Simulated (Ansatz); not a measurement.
Method: PBE (plane waves to 420 eV, PAW; Ansatz, a first-principles code).

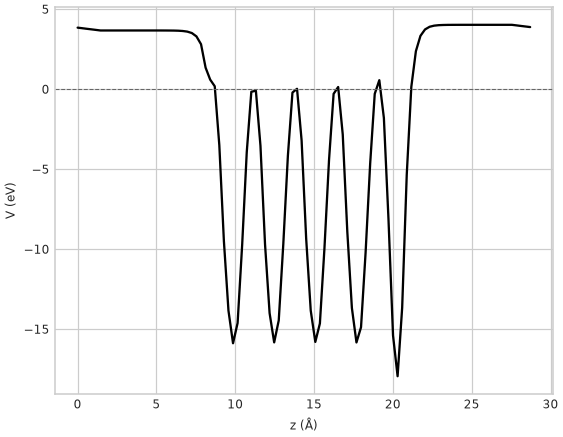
Figure. Electrostatic potential energy of an electron, averaged over planes parallel to the surface, in eV from the highest filled level, for the (111)A surface of zinc-blende BP, B-terminated, 2x2 B vacancy (bottom of the slab: 3 H on 4 bottom sites)

Model: 42-atom slab, 12.6 Å thick at the start with caps and adatoms (thin: gaps and levels are the slab's own), 4x4x1 mesh, Fermi-Dirac 0.025 eV, dipole correction, 8 atoms held, the rest relaxed; symmetry of the start imposed; no spin, no spin-orbit, no U. It is one candidate, not shown to be the stable structure of the face.

The vacuum level lies 4.02 eV above the highest filled level over the top face and 3.66 eV above it under the bottom face.
